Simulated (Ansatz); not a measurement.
SiNH$_{3}$BrF$_{3}$: several calculations on one system

## 1. Relaxation

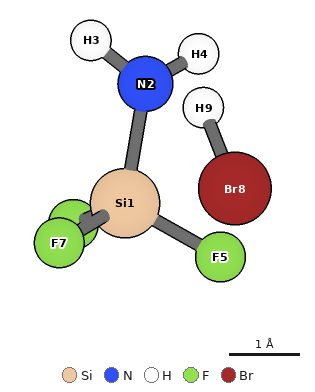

SiNH₃BrF₃, before the relaxation. A ball-and-stick model, seen from a free direction.

The run prepares an end point of a later path (reaction) calculation, from a guessed geometry.

Level of theory: RHF/def2-SVP in Ansatz 0.2.0.

Input
```yaml
crystal:
  periodic: [false, false, false]
  atoms:
    - { symbol: Si, position_ang: [-0.073049, 0.150081, 0.17773] }
    - { symbol: "N", position_ang: [-0.037228, 0.106486, 1.936373] }
    - { symbol: H, position_ang: [-0.900249, 0.017046, 2.439963] }
    - { symbol: H, position_ang: [0.598871, 0.722849, 2.409776] }
    - { symbol: F, position_ang: [1.391042, 0.28999, -0.384415] }
    - { symbol: F, position_ang: [-0.876905, 1.386316, -0.406902] }
    - { symbol: F, position_ang: [-0.806342, -1.130237, -0.376208] }
    - { symbol: Br, position_ang: [1.728647, -2.763054, 1.022938] }
    - { symbol: H, position_ang: [1.022612, -1.886177, 1.990644] }
basis:
  gaussian: { orbitals: def2-SVP }
hamiltonian:
  xc: hf
relax:
  f_tol: 0.03
  max_steps: 50
```

Run as
```bash
ansatz run input.yaml --threads 2 --pin off --max-ram 3072MiB --backend cpu --events-out ev --progress --plain --runs-dir out
```

Q: Where does the relaxation end?

A: The energy falls by 7.60 kcal/mol in 14 accepted moves (15 points after the start). Largest force component: 1.9 eV/Å at the start, 0.015 eV/Å at the end. The line search rejected the trial step at point 6 of the run. The largest move after the best rigid fit is that of Br8, 1.49 Å. By element the largest moves are Br 1.49 Å, F 0.58 Å, H 0.46 Å, Si 0.37 Å, N 0.32 Å. Among the contacts that change: Si1–Br8 3.528 → 4.940 Å, Si1–N2 1.760 → 1.684 Å, Br8–H9 1.485 → 1.411 Å, Si1–F5 1.575 → 1.581 Å. Bond angles that change, for instance: Si1–N2–H4 118.0° → 120.3°, F5–Si1–F7 112.3° → 110.0°.

Final geometry:

```xyz
9

Si   -0.2450    0.4480    0.0414
N     0.0435    0.0118    1.6425
H    -0.6974   -0.3338    2.2233
H     0.7387    0.4944    2.1807
F     1.1359    0.7233   -0.6781
F    -1.1231    1.7527   -0.1605
F    -1.0186   -0.7142   -0.7010
Br    1.9350   -3.3135    2.3877
H     1.2784   -2.1756    1.8739
```

The end point in the same view:

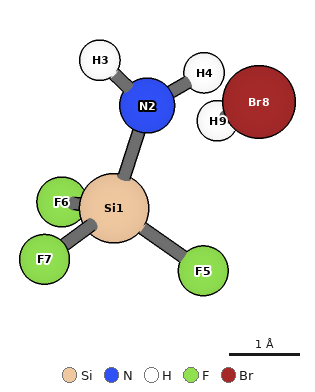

Limits of the set-up: the start holds two separate molecules, 2.3 Å apart at their closest, whose relative position is a soft coordinate and is computed without a dispersion correction; Hartree-Fock leaves out electron correlation.

## 2. Relaxation

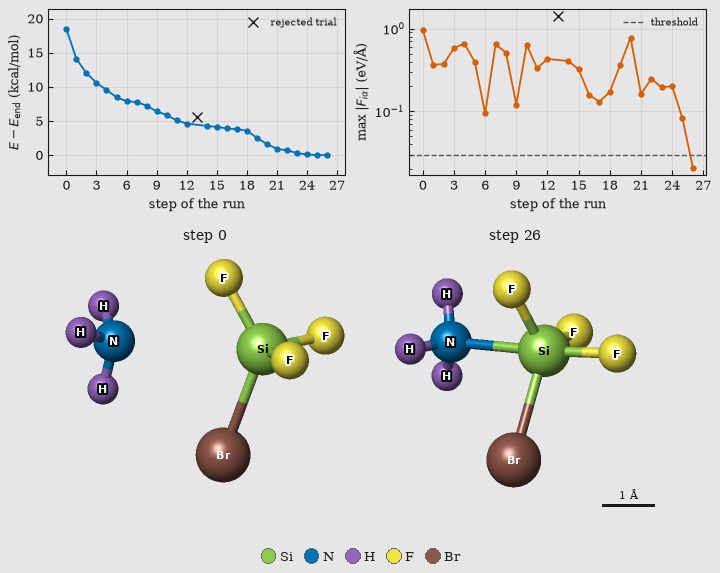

First and last geometry of a relaxation of SiNH₃BrF₃, with the history of the run. Style: ball-and-stick. Shown at a tilt.

The run prepares an end point of a later path (reaction) calculation, from a guessed geometry.

Level of theory: RHF/def2-SVP (Ansatz).

Input file:
```yaml
crystal:
  periodic: [false, false, false]
  atoms:
    - { symbol: Si, position_ang: [0.282352, -0.40086, -0.465341] }
    - { symbol: "N", position_ang: [0.064744, -0.141728, 2.548871] }
    - { symbol: H, position_ang: [-0.86216, -0.021296, 2.924436] }
    - { symbol: H, position_ang: [0.626116, 0.61315, 2.911092] }
    - { symbol: F, position_ang: [1.389161, 0.214247, -1.415159] }
    - { symbol: F, position_ang: [-0.437935, 0.85936, 0.141426] }
    - { symbol: F, position_ang: [-0.832056, -1.112928, -1.333359] }
    - { symbol: Br, position_ang: [1.369906, -2.102417, 0.568547] }
    - { symbol: H, position_ang: [0.447272, -1.014227, 2.929385] }
basis:
  gaussian: { orbitals: def2-SVP }
hamiltonian:
  xc: hf
relax:
  f_tol: 0.03
  max_steps: 50
```

Command:
```bash
ansatz run input.yaml --threads 2 --pin off --max-ram 3072MiB --backend cpu --events-out ev --progress --plain --runs-dir out
```

Did the run converge, and what did it change?

It converged. After 25 accepted moves (26 points after the start) the energy has fallen by 18.5 kcal/mol. Largest force component: 0.96 eV/Å at the start, 0.021 eV/Å at the end. The line search rejected the trial step at point 13 of the run. The largest move after the best rigid fit is that of F7, 1.30 Å. By element the largest moves are F 1.30 Å, Br 1.09 Å, H 0.85 Å, Si 0.55 Å, N 0.53 Å. Among the contacts that change: Si1–N2 3.033 → 2.074 Å, Si1–F6 1.573 → 1.608 Å, Si1–Br8 2.269 → 2.242 Å, Si1–F5 1.583 → 1.608 Å. New bonds form, among them: Si1–N2 (3.03 → 2.07 Å). Among the angles between lasting bonds that change: F7–Si1–Br8 104.5° → 119.2°, F6–Si1–F7 104.5° → 118.1°, F5–Si1–F7 109.8° → 96.6°. Cost: 75 s on 2 threads of Arm Neoverse V1, with other jobs on the host, peak memory 0.3 GiB.

```json
{"step": "0", "E − E(0), kcal/mol": "0.00", "largest force component, eV/Å": "0.9558", "note": ""}
{"step": "1", "E − E(0), kcal/mol": "-4.39", "largest force component, eV/Å": "0.3668", "note": ""}
{"step": "2", "E − E(0), kcal/mol": "-6.47", "largest force component, eV/Å": "0.3720", "note": ""}
{"step": "3", "E − E(0), kcal/mol": "-7.89", "largest force component, eV/Å": "0.5822", "note": ""}
{"step": "4", "E − E(0), kcal/mol": "-8.92", "largest force component, eV/Å": "0.6589", "note": ""}
{"step": "5", "E − E(0), kcal/mol": "-10.01", "largest force component, eV/Å": "0.3954", "note": ""}
{"step": "6", "E − E(0), kcal/mol": "-10.58", "largest force component, eV/Å": "0.0945", "note": ""}
{"step": "7", "E − E(0), kcal/mol": "-10.72", "largest force component, eV/Å": "0.6433", "note": ""}
{"step": "8", "E − E(0), kcal/mol": "-11.22", "largest force component, eV/Å": "0.5128", "note": ""}
{"step": "9", "E − E(0), kcal/mol": "-12.07", "largest force component, eV/Å": "0.1207", "note": ""}
{"step": "10", "E − E(0), kcal/mol": "-12.61", "largest force component, eV/Å": "0.6355", "note": ""}
{"step": "11", "E − E(0), kcal/mol": "-13.39", "largest force component, eV/Å": "0.3321", "note": ""}
{"step": "12", "E − E(0), kcal/mol": "-13.85", "largest force component, eV/Å": "0.4301", "note": ""}
{"step": "13", "E − E(0), kcal/mol": "-12.92", "largest force component, eV/Å": "1.4087", "note": "rejected"}
{"step": "14", "E − E(0), kcal/mol": "-14.21", "largest force component, eV/Å": "0.4054", "note": ""}
{"step": "15", "E − E(0), kcal/mol": "-14.35", "largest force component, eV/Å": "0.3219", "note": ""}
{"step": "16", "E − E(0), kcal/mol": "-14.57", "largest force component, eV/Å": "0.1586", "note": ""}
{"step": "17", "E − E(0), kcal/mol": "-14.68", "largest force component, eV/Å": "0.1303", "note": ""}
{"step": "18", "E − E(0), kcal/mol": "-14.90", "largest force component, eV/Å": "0.1719", "note": ""}
{"step": "19", "E − E(0), kcal/mol": "-15.93", "largest force component, eV/Å": "0.3629", "note": ""}
{"step": "20", "E − E(0), kcal/mol": "-16.85", "largest force component, eV/Å": "0.7797", "note": ""}
{"step": "21", "E − E(0), kcal/mol": "-17.56", "largest force component, eV/Å": "0.1627", "note": ""}
{"step": "22", "E − E(0), kcal/mol": "-17.77", "largest force component, eV/Å": "0.2470", "note": ""}
{"step": "23", "E − E(0), kcal/mol": "-18.17", "largest force component, eV/Å": "0.1948", "note": ""}
{"step": "24", "E − E(0), kcal/mol": "-18.39", "largest force component, eV/Å": "0.2020", "note": ""}
{"step": "25", "E − E(0), kcal/mol": "-18.47", "largest force component, eV/Å": "0.0820", "note": ""}
{"step": "26", "E − E(0), kcal/mol": "-18.48", "largest force component, eV/Å": "0.0208", "note": ""}
```

Limits of the set-up: the start holds two separate molecules, 2.7 Å apart at their closest, whose relative position is a soft coordinate and is computed without a dispersion correction; Hartree-Fock leaves out electron correlation.

## 3. Path

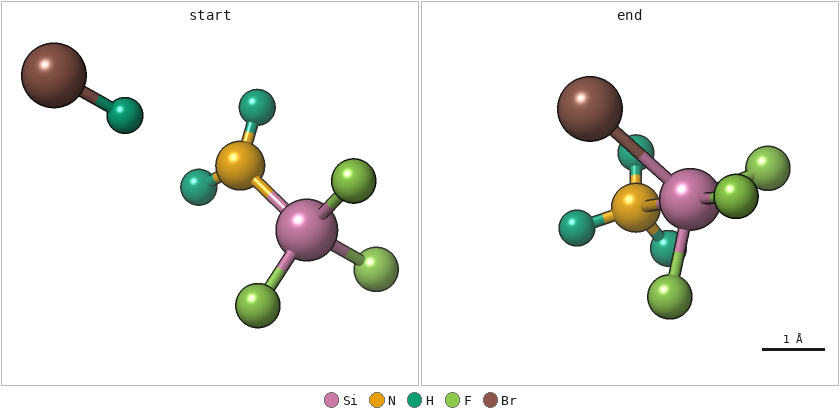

The two relaxed end points of a path for SiNH₃BrF₃, made up at the start of SiNH2F3 and HBr. The picture is a ball-and-stick view, seen from a free direction.

All numbers below come from Ansatz, RHF/def2-SVP.

Run with 5 movable images; climbing image; force threshold 0.05 eV/Å; iteration limit 60.

Start:
```xyz
9

Si   -0.2565    0.4607    0.0583
N     0.0514    0.0024    1.6496
H    -0.6824   -0.3516    2.2344
H     0.7528    0.4778    2.1860
F     1.1155    0.7468   -0.6739
F    -1.1375    1.7677   -0.1148
F    -1.0386   -0.6914   -0.6908
Br    1.9530   -3.3319    2.3256
H     1.2898   -2.1873    1.8356
```

End:
```xyz
9

Si    0.4805   -0.1634    0.1041
N    -0.1952   -0.5090    2.0346
H    -1.1202   -0.1165    2.1293
H     0.3980   -0.0759    2.7248
F     0.9302    0.1454   -1.4081
F     0.2932    1.3686    0.5557
F    -0.8363   -1.0095   -0.2653
Br    2.3503   -1.2531    0.6900
H    -0.2531   -1.4932    2.2447
```

**Predict the minimum-energy path and its barrier.**

The energy climbs by 0.90 eV to image 3 and then falls by 1.15 eV, so the end point sits at −0.25 eV. Breaking: Br8–H9 (1.41 → 2.01 at the top → 3.04 Å). Forming: N2–H9 (2.52 → 1.08 at the top → 1.01 Å), Si1–Br8 (4.94 → 3.28 at the top → 2.24 Å). The band converged in 16 iterations. The largest component of the band force went from 6.8 to 0.039 eV/Å. The climbing image converged on the top of the path. Its vibrational analysis gives one imaginary mode (100i cm⁻¹), as a transition state must have.

Energies of the converged images:

| image | path (Å) | E (eV) |
| --- | --- | --- |
| 0 | 0.00 | 0.000 |
| 1 | 0.85 | 0.014 |
| 2 | 1.69 | 0.201 |
| 3 | 2.54 | 0.905 |
| 4 | 3.69 | 0.310 |
| 5 | 4.84 | 0.116 |
| 6 | 5.99 | -0.247 |

The geometry at the top of the path:

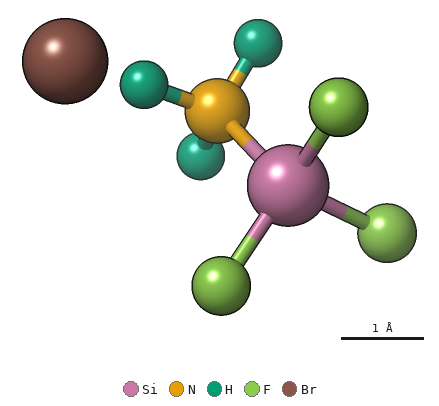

Limits of the set-up: the start holds two separate molecules, 2.5 Å apart at their closest, whose relative position is a soft coordinate and is computed without a dispersion correction; Hartree-Fock leaves out electron correlation.

Cost: 3.3 min on 2 threads of Arm Neoverse V1, on a shared host, peak memory 0.31 GiB.
